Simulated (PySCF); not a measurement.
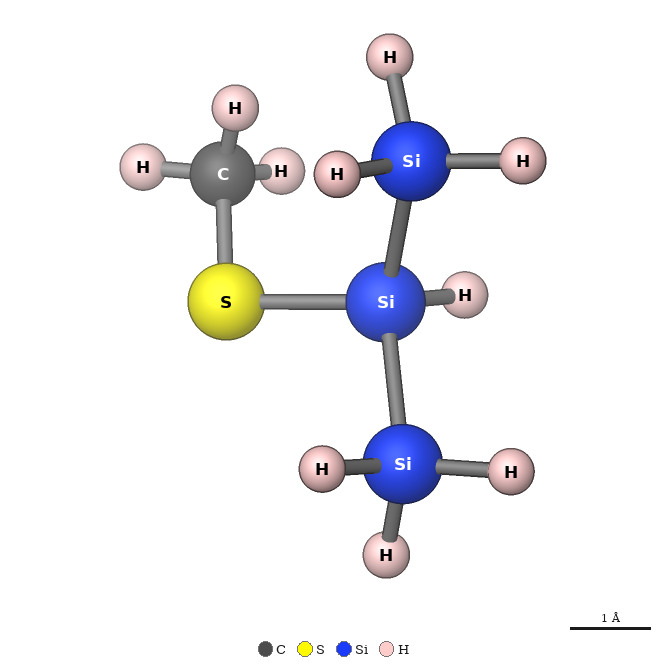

Distant atoms are faded towards the background colour. Computed geometry: PBE0-D3(BJ)/def2-SVP optimisation. No frequency run is at hand to confirm it as a minimum. Masses are those of the most abundant isotopes; constants are for the rigid equilibrium geometry.

Classify the rotor and give the rotational constants (GHz).

Answer. An asymmetric top (C1): A = 1.88, B = 1.34, C = 0.856 GHz. Ray's parameter κ is −0.04, midway between the limits.
